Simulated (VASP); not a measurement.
Band structure of Pt$_{3}$Ti (L1_2). All values below come from PBE GGA, VASP's PBE PAW potentials (set 64) (plane waves; VASP).

Unless said otherwise, spin-orbit coupling is left out, though it shifts the bands of the heavy elements here.

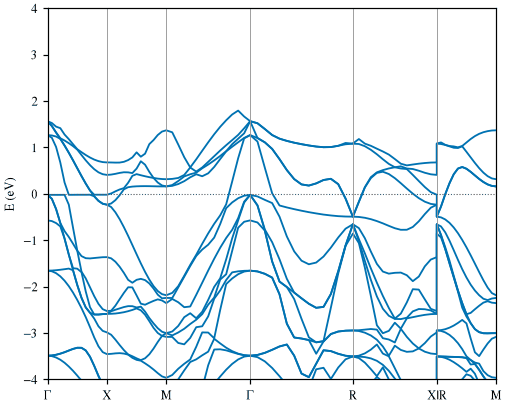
Bands along high-symmetry lines, zero at the valence-band maximum or, without a gap, the Fermi level

Read the plot: is there a gap, and where are the band edges?

It has no gap at this level: it comes out as a metal or semimetal. (Edges off the drawn lines would not show.)

The compound is Pt3Ti in the L1_2 structure. It was relaxed first.
